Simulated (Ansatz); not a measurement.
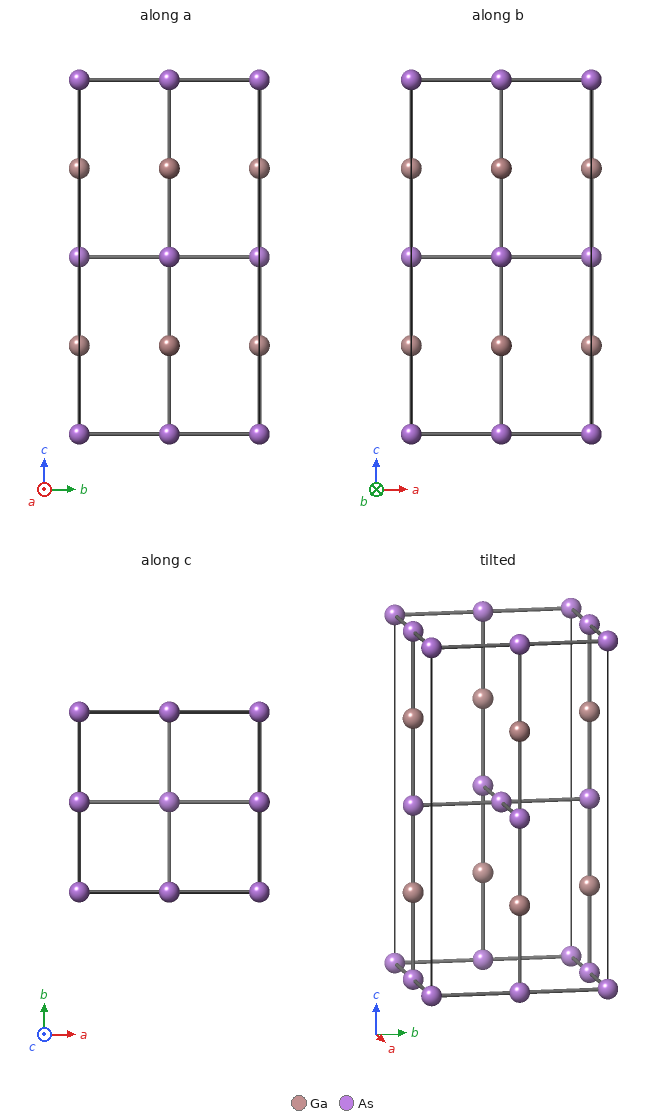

The image is a ball-and-stick drawing of a crystal, viewed along the a axis, along the b axis, along the c axis and slightly off an axis. The conventional unit cell is outlined; an atom on or near a face, edge or corner is repeated at each equivalent position.

Lattice parameters: a = 5.181 Å, b = 5.181 Å, c = 10.191 Å, α = 90.00°, β = 90.00°, γ = 90.00°.

> Transcribe the picture into a table of Wyckoff sites.

Space group I4/mmm (No. 139).
```json
{"atom": "Ga", "site": "4d", "x": "0.5000", "y": "0.0000", "z": "0.2500"}
{"atom": "As", "site": "4c", "x": "0.5000", "y": "0.0000", "z": "0.0000"}
{"atom": "As", "site": "2a", "x": "0.0000", "y": "0.0000", "z": "0.0000"}
```

It goes back to a random cell made by a generator, so it need not be a real form of the compound. The final geometry of a relaxation with Ansatz 0.2.0, DFT PBE, scalar-relativistic, plane waves, PAW is shown.
